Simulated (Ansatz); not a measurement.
Computed with PBE (plane waves to 420 eV, PAW; Ansatz, an electronic-structure program).

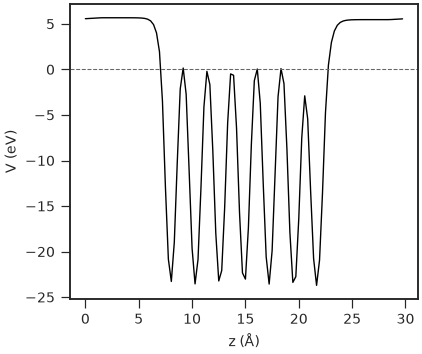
Fig. 1. Planar average of the electrostatic potential across the slab, in eV from the Fermi level, for a constructed model of the (111) surface of fcc Pt, a pseudomorphic layer of Re in the host's stacking (bottom of the slab: a bare face, its two planes held)…

Slab: 7 atoms, 14.0 Å thick at the start; k 15x15x1, smearing 0.1 eV, dipole-corrected; 2 atoms held, the rest relaxed; start symmetry kept, larger cells not searched; no spin, no spin-orbit, no U. In PBE it is, or lies within 0.01 eV a 1x1 cell of, the lowest of the 2 structures of its composition computed so far; larger cells were not tried.

The vacuum level lies 5.47 eV above the Fermi level over the top face and 5.67 eV above it under the bottom face.
